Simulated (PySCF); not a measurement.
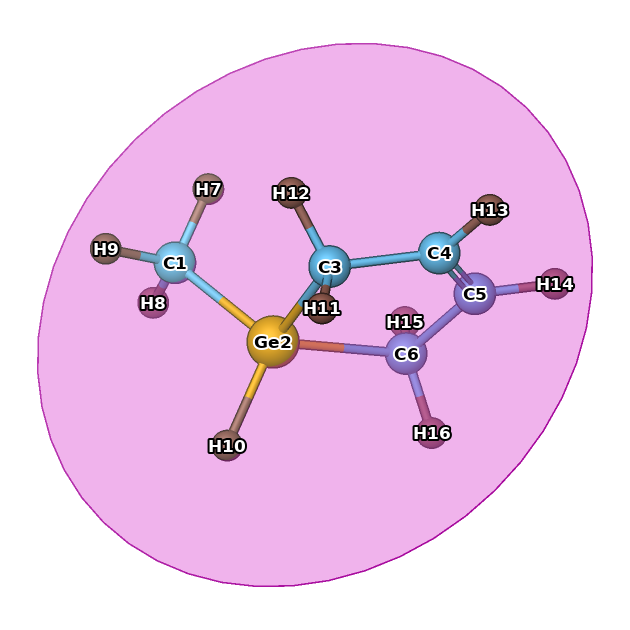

A disc through the centre of mass is drawn in. Depth is shown by fading: the farther an atom, the more it takes the colour of the background. The computed structure is the end point of a PBE0-D3(BJ)/def2-SVP optimisation. No frequency run is at hand to confirm it as a minimum.

> Is the plane of the disc a mirror plane of the structure?

Yes. The reflection leaves C1, Ge2, H7, H10 in place and moves C3 ↔ C6; C4 ↔ C5; H8 ↔ H9; H11 ↔ H16; H12 ↔ H15; H13 ↔ H14. The point group is Cs.
